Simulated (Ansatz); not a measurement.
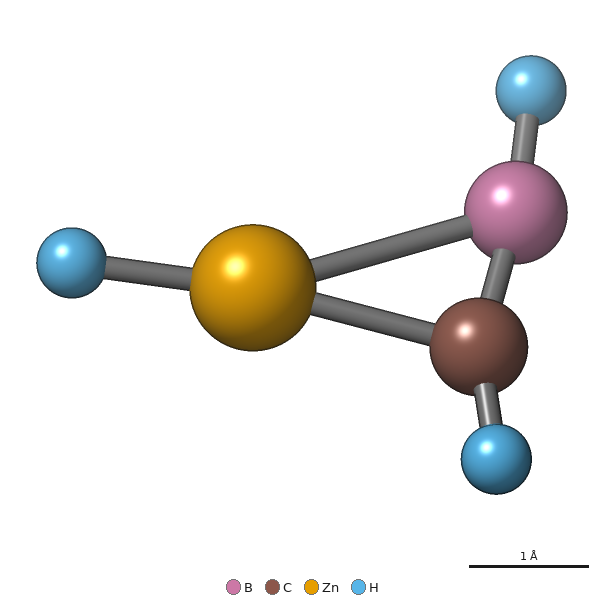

(Drawn from a calculation with Ansatz.)

Rendered structure (ball-and-stick style).

Describe the molecule.

Formula CH₃BZn. This geometry has Cs symmetry. All atoms lie on one plane. Coordination, clear cases only: 1 Zn T-shaped.
